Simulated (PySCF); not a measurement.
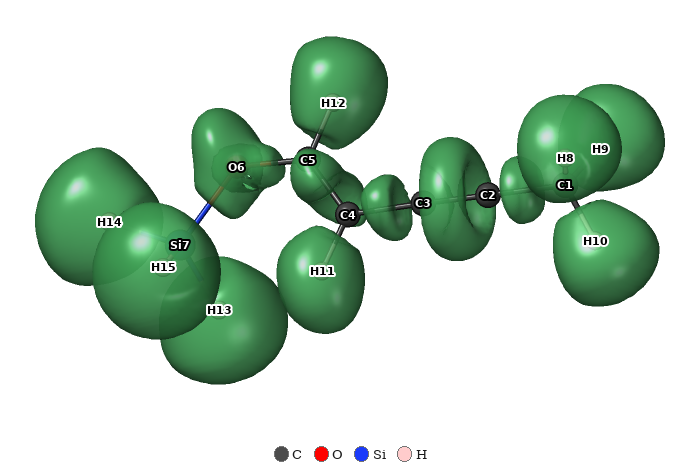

Figure 1: C$_{5}$H$_{8}$OSi (SMILES CC#C/C=C/O[SiH3]). Isosurface of the electron localisation function at 0.75 (green), seen at a tilt. Only the valence region is drawn (cores and ρ < 0.01 e/Å³ removed).

Geometry: PBE0-D3(BJ)/def2-SVP.

Theory: PBE0/pcSseg-1, SCF density, gas phase, non-relativistic in PySCF 2.14.0.

```csv
atom,x (Å),y (Å),z (Å)
C,-3.7253,-0.3876,0.7461
C,-2.3042,-0.3697,0.4463
C,-1.1129,-0.3495,0.2024
C,0.2757,-0.3558,-0.0884
C,1.0285,0.7622,-0.1178
O,2.3412,0.8200,-0.3820
Si,3.3843,-0.4634,-0.7073
H,-4.3310,-0.1727,-0.1494
H,-3.9803,0.3644,1.5096
H,-4.0364,-1.3719,1.1306
H,0.7404,-1.3285,-0.2968
H,0.5930,1.7461,0.0831
H,3.3904,-1.4206,0.4376
H,4.7183,0.1635,-0.8864
H,2.9574,-1.1732,-1.9486
```

Describe the localisation domains.

Answer. The ELF exceeds this value in four regions between bonded C–C atoms (shared pairs), eight regions around hydrogen nuclei and one region on O in which the atom's valence shell and bonds are merged.

Values along the shortest contacts:
C–C (1.22 Å): the ELF peaks at about 0.85 between the atoms (a short, multiple covalent bond). C–O (1.34 Å): the ELF peaks at about 0.90 between the atoms (a shared but strongly polarised pair).
